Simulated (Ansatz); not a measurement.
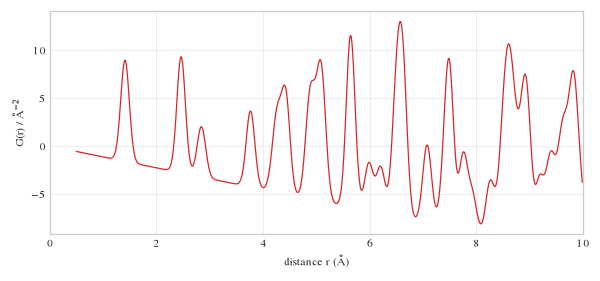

Simulated neutron pair distribution function, G(r) = R(r)/r − 4πρ₀r, summed over the atomic distances of the structure with each pair weighted by the product of the tabulated coherent neutron scattering lengths (natural isotope mix where the element has one); every distance is a Gaussian of σ = 0.08 Å. No termination ripples are included.

Candidate structures:

A. 
Space group P6_3/mmc (No. 194). a = 2.466 Å, b = 2.466 Å, c = 8.385 Å, α = 90.00°, β = 90.00°, γ = 120.00°
```json
{"atom": "C", "site": "2b", "symmetry": "-6m2", "x": "0.0000", "y": "0.0000", "z": "0.2500"}
{"atom": "C", "site": "2c", "symmetry": "-6m2", "x": "0.3333", "y": "0.6667", "z": "0.2500"}
```

B. 
```
C
1.0
     3.55000    0.00000    0.00000
     0.00000    3.55000    0.00000
     0.00000    0.00000    3.55000
C
8
Direct
  0.25000 0.25000 0.25000
  0.50000 0.00000 0.50000
  0.25000 0.75000 0.75000
  0.50000 0.50000 0.00000
  0.75000 0.25000 0.75000
  0.00000 0.00000 0.00000
  0.75000 0.75000 0.25000
  0.00000 0.50000 0.50000
```

Origins: A, the geometry relaxed with Ansatz, DFT PBE, scalar-relativistic, plane waves, PAW; B, the input geometry of an electronic-structure calculation (not necessarily at equilibrium); the starting structure was generated, so it need not be a known form of this composition.

> From which structure was the curve computed?

Candidate A, C, P6_3/mmc (first clear peaks at 1.42 Å (C–C) and 2.47 Å (C–C)). B would give first clear peaks at 1.54 Å (C–C) and 2.51 Å (C–C).
